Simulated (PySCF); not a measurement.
NaLi, singlet. PBE0/def2-TZVP in PySCF, UKS. One reference determinant with the occupation held, the lowest that a PBE0 search over spins and occupations found; no spin-orbit coupling. Zero is the separated fragments in their ground configurations, without counterpoise. With PBE0 the solution stays closed-shell at all points drawn; such a solution can't reach the open-shell fragments at long range. 2 further points of the run are not drawn. The dipole is positive if the first atom is negative.

Question: What bond curve does the calculation give?

Answer: re = 2.927 Å, ωe = 252 cm⁻¹, ωexe = 1.3 cm⁻¹, De = 0.74 eV.
| r (Å) | E (eV) |
| --- | --- |
| 2.516 | −0.61 |
| 2.633 | −0.68 |
| 2.750 | −0.72 |
| 2.838 | −0.74 |
| 2.926 | −0.74 |
| 3.014 | −0.74 |
| 3.131 | −0.72 |
| 3.277 | −0.68 |
| 3.453 | −0.62 |
| 3.687 | −0.52 |

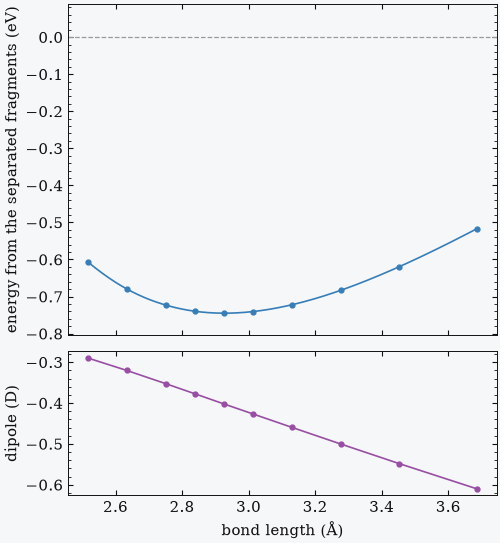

Note: a spin-polarised solution may lie slightly lower.
